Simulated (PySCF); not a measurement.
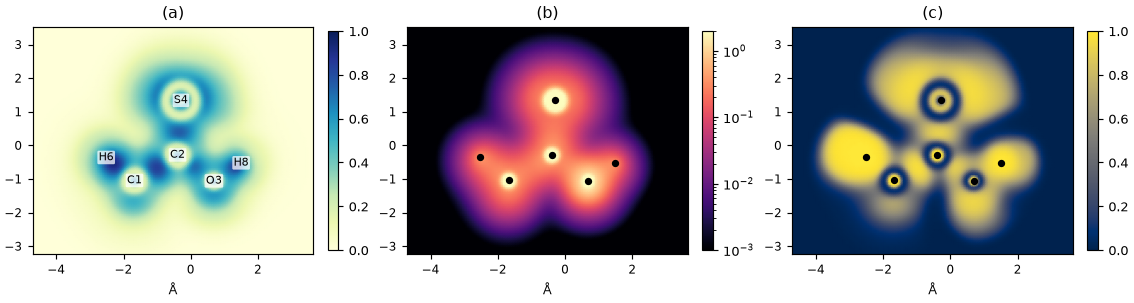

Figure. C₂H₄OS, SMILES `CC(O)=S`. Three fields in the plane of C1, C2, O3, S4, H6 and H8.

Method: PBE0/def2-SVP; geometry: GFN2-xTB; program: PySCF. No frequency check shows the geometry to be a minimum. GFN2-xTB bond lengths at metals and heavier atoms can be off by up to 0.1 Å and shapes distorted, which carries into these values.

Coordinates in Å:

```
C1       1.3379    0.9790    0.0008
C2       0.2928   -0.0814    0.0002
O3       0.7816   -1.3174    0.0001
S4      -1.3077    0.2145   -0.0001
H5       1.9788    0.8590    0.8705
H6       0.8777    1.9615    0.0120
H7       1.9649    0.8740   -0.8872
H8       0.0656   -1.9724   -0.0001
```

### The panels show, in some order, the electron localisation function (ELF), localised orbital locator (LOL) and electron density. Which is which?

(a) is the localised orbital locator (LOL): it runs from 0 to 1, peaks where electrons are localised, as in bonds, and fades smoothly outside. (b) is the electron density: it is positive everywhere and peaks at the nuclei. (c) is the electron localisation function (ELF): it runs from 0 to 1 and is close to 1 over wide basins that fill the valence regions.
